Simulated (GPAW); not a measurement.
Consider SnSe (Fm-3m).

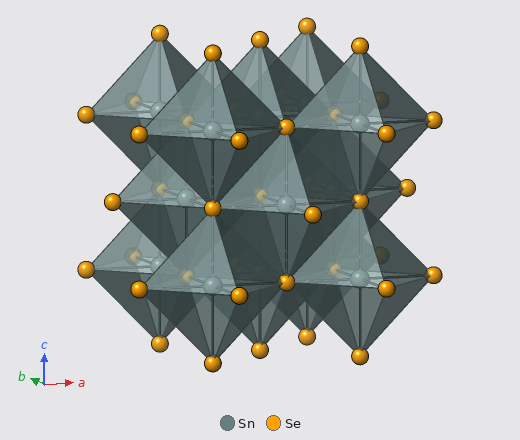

The structure (tin teal, selenium orange). Some periodic images of atoms are drawn too.

```
Sn Se
1.0
     0.00000    3.01000    3.01000
     3.01000    0.00000    3.01000
     3.01000    3.01000    0.00000
Sn Se
1 1
Direct
  0.00000 0.00000 0.00000
  0.50000 0.50000 0.50000
```

Absorber: atom 1, with 6 Se at 3.01 Å (octahedral, site symmetry m-3m). Method: GPAW, LDA, full core hole (charged cell), 8-atom cell with 6.0 Å between holes, 4×4×4 k points, dipole transitions, Gaussian full width 8.49 eV.

Question: Where do the maxima of the Sn K edge fall?

Main maxima up to 28 eV above the zero (height): 2.6 eV (1.42) and 24.8 eV (1.02). A K edge sees empty p states on the absorber. 

The Sn K spectrum (energy from the lowest empty level; intensity scaled to a mean of 1 over the first 20 eV):

| E (eV) | intensity |
| --- | --- |
| -2.0 | 0.75 |
| -0.5 | 1.08 |
| 1.0 | 1.32 |
| 2.5 | 1.42 |
| 4.0 | 1.34 |
| 5.5 | 1.16 |
| 7.0 | 0.98 |
| 8.5 | 0.86 |
| 10.0 | 0.81 |
| 11.5 | 0.81 |
| 13.0 | 0.83 |
| 14.5 | 0.85 |
| 16.0 | 0.86 |
| 17.5 | 0.87 |
| 19.0 | 0.88 |
| 20.5 | 0.92 |
| 22.0 | 0.96 |
| 23.5 | 1.01 |
| 25.0 | 1.02 |
| 26.5 | 1.00 |
| 28.0 | 0.95 |
| 29.5 | 0.90 |
| 31.0 | 0.87 |

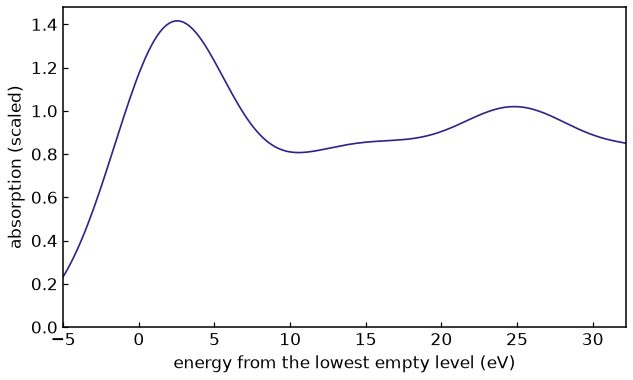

The Sn K edge.

The script folds with a Gaussian, whereas the core hole's own line is a Lorentzian, so the onset is too steep and the first peak too high. The holes are only 6.0 Å apart, so the shape is probably not converged with cell size; no larger cell was run here. The structure is a published determination, not relaxed.

[Banner, clock and machine lines of the logs are left out without a mark of their own.]

[Logs are printed without paths, hosts, clocks, repeated set-up lines and the standing remarks that a program may print on its own settings, such as how far it seeks lower states.]

[Hosts, paths, dates, database ids (printed as entryN), source tags and the programs' standing remarks are cut or masked in the printed files.]

[Lists of maxima count a maximum above −3 eV only where it reaches 4 % of the highest in the window and stands out from its surroundings by 2 % of it (1.5 % where it reaches 55 %); shoulders and weaker maxima are passed over, and of the rest the first, up to two pre-edge ones and the few strongest are named.]
